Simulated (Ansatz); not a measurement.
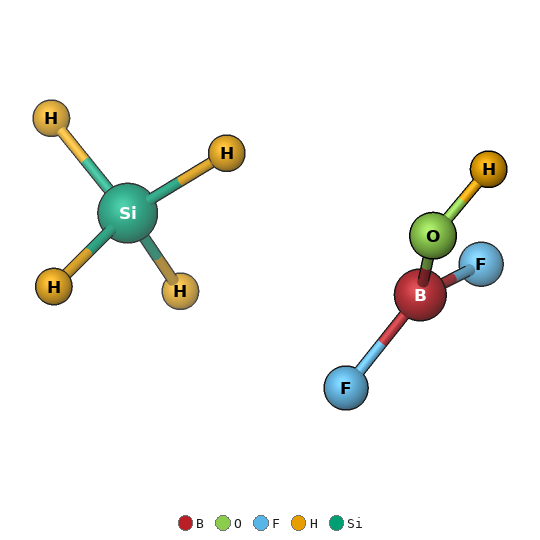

Depth is shown by fading: the farther an atom, the more it takes the colour of the background. The computed structure is the end point of a PBE0-D4/def2-TZVP optimisation.

Which symmetry elements does this geometry have?

It has no symmetry element but the identity, so the point group is C1. The group has 1 operation. The geometry is chiral, and symmetry allows a dipole moment.
